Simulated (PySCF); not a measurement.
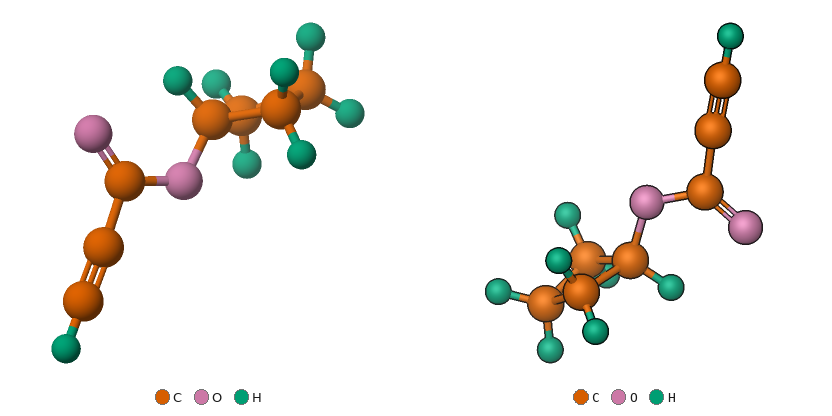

Two views of one molecule.

The geometry was computed by an optimisation with GFN2-xTB. No frequency run is at hand to confirm it as a minimum.

Question: What is the molecular formula?

Answer: C₇H₈O₂, 17 atoms: 7 carbon, 8 hydrogen and 2 oxygen.

Question: Write the SMILES.

Answer: C#CC(=O)OC1CCC1

Question: Does it have rings?

Answer: Independent rings (smallest set): 1 of 4 members.

The parts below concern this one geometry. Atoms keep their numbers from picture to picture.

Geometry

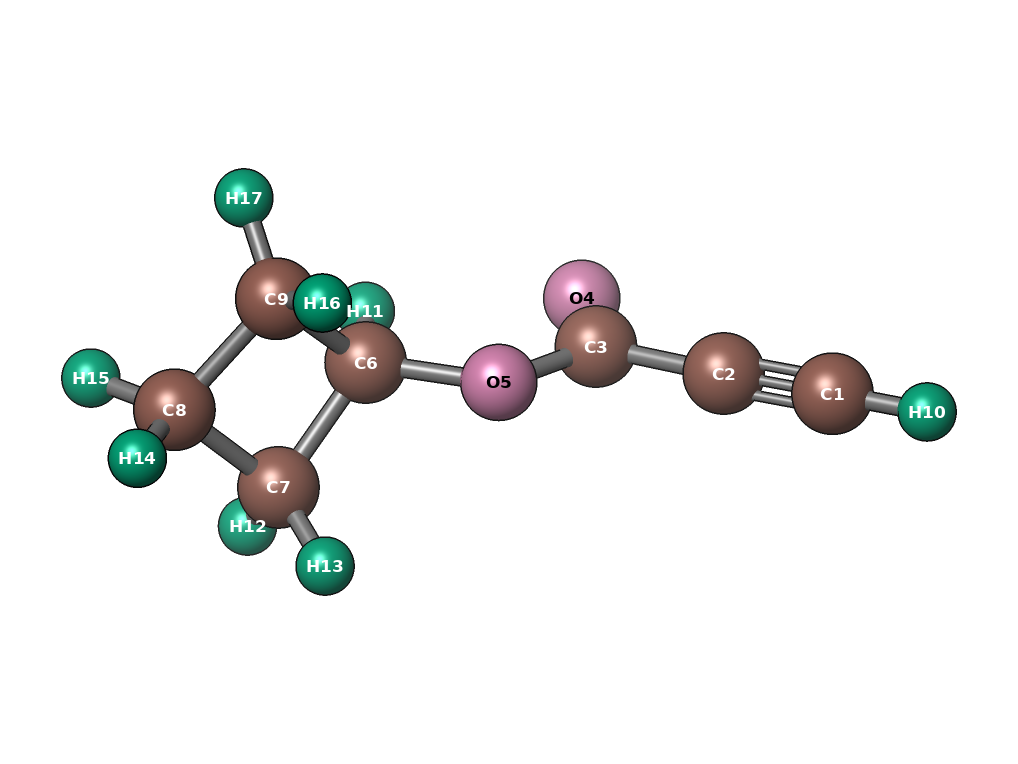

No frequency run is at hand to confirm it as a minimum.

Question: How are the neighbours of atom 3 arranged?

Answer: C3 has 3 neighbours (C2 at 1.45, O4 at 1.20, O5 at 1.33 Å); the arrangement is trigonal planar.

Question: Describe the coordination of atom 1.

Answer: C1 has 2 neighbours (C2 at 1.20, H10 at 1.05 Å); the arrangement is linear.

Question: How are the neighbours of atom 2 arranged?

Answer: C2 has 2 neighbours (C1 at 1.20, C3 at 1.45 Å); the arrangement is linear.

Question: How are the neighbours of atom 5 arranged?

Answer: O5 has 2 neighbours (C3 at 1.33, C6 at 1.42 Å); the arrangement is bent.

Question: What is the dihedral angle C7–C8–C9–C6?

Answer: 12° in size, that is syn (eclipsed).

NMR shielding

The questions are on isotropic NMR shieldings of the C atoms. No frequency run is at hand to confirm it as a minimum. Method: GIAO PBE0/pcSseg-1 NMR shielding, non-relativistic, gas phase (PySCF 2.14.0).

Question: Which C atom is the most shielded (lowest chemical shift)?

Answer: C8 (174.3 ppm).

Question: Which C atom is the least shielded (highest chemical shift)?

Answer: C3 (29.7 ppm).

Question: How wide is the range of C shifts?

Answer: 144.6 ppm.

Give the isotropic NMR shieldings of the C atoms atom by atom.

```json
{"atom": "C1", "σ (ppm)": "104.6"}
{"atom": "C2", "σ (ppm)": "107.0"}
{"atom": "C3", "σ (ppm)": "29.7"}
{"atom": "C6", "σ (ppm)": "121.2"}
{"atom": "C7", "σ (ppm)": "155.2"}
{"atom": "C8", "σ (ppm)": "174.3"}
{"atom": "C9", "σ (ppm)": "155.6"}
```

Electronic properties

No frequency run is at hand to confirm it as a minimum. Method: PBE0/def2-SVPD, gas phase (PySCF 2.14.0). Excitations: vertical, linear response.

Question: What is the brightest of the 6 lowest singlets?

Answer: 6.14 eV.

Question: What is the dipole moment?

Answer: 2.28 D.

Question: Estimate the HOMO energy (Kohn–Sham orbital).

Answer: −8.31 eV.

Question: Estimate the lowest vertical singlet excitation.

Answer: 4.95 eV.

Quadrupole coupling

No frequency run is at hand to confirm it as a minimum. Electric field gradients from the ground-state density, PBE0/pcSseg-1 (PySCF 2.14.0), non-relativistic apart from any core potentials.

Give the largest field-gradient component, the quadrupole coupling constant and the asymmetry for 17O at O4 (Q = −25.6 mb), 17O at O5 (Q = −25.6 mb), 2H at H10 (Q = 2.86 mb), 2H at H11 (Q = 2.86 mb).

| atom | V_zz (a.u.) | e²qQ/h (MHz) | η |
| --- | --- | --- | --- |
| O4 | −1.598 | 9.61 | 0.13 |
| O5 | 1.649 | −9.92 | 0.33 |
| H10 | 0.390 | 0.262 | 0.02 |
| H11 | 0.282 | 0.190 | 0.09 |

Charges

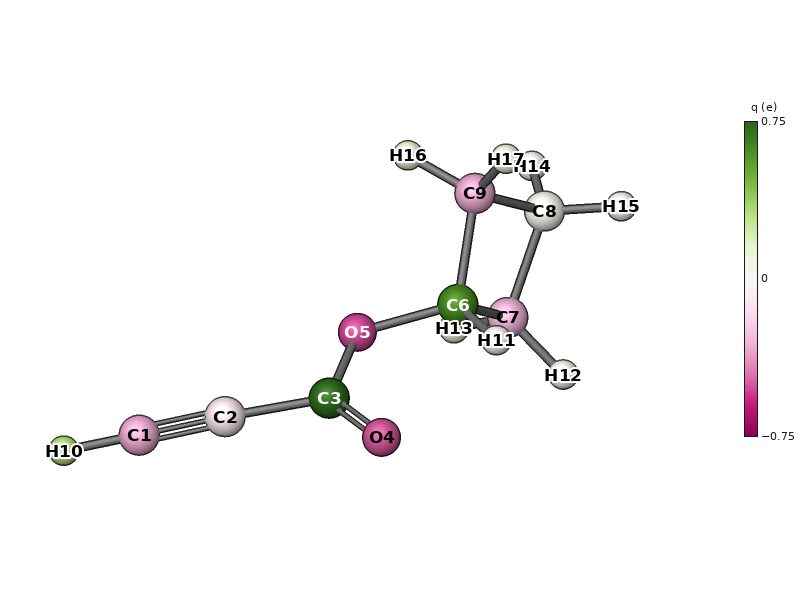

Atoms are coloured by their ESP-fitted charges. No frequency run is at hand to confirm it as a minimum. Method: PBE0/pcSseg-1, gas phase (PySCF 2.14.0).

List the ESP-fitted charges.

```json
{"atom": "C1", "value (e)": "−0.32"}
{"atom": "C2", "value (e)": "−0.10"}
{"atom": "C3", "value (e)": "0.72"}
{"atom": "O4", "value (e)": "−0.50"}
{"atom": "O5", "value (e)": "−0.53"}
{"atom": "C6", "value (e)": "0.63"}
{"atom": "C7", "value (e)": "−0.30"}
{"atom": "C8", "value (e)": "0.04"}
{"atom": "C9", "value (e)": "−0.32"}
{"atom": "H10", "value (e)": "0.31"}
{"atom": "H11", "value (e)": "−0.03"}
{"atom": "H12", "value (e)": "0.06"}
{"atom": "H13", "value (e)": "0.11"}
{"atom": "H14", "value (e)": "0.03"}
{"atom": "H15", "value (e)": "0.03"}
{"atom": "H16", "value (e)": "0.12"}
{"atom": "H17", "value (e)": "0.07"}
```
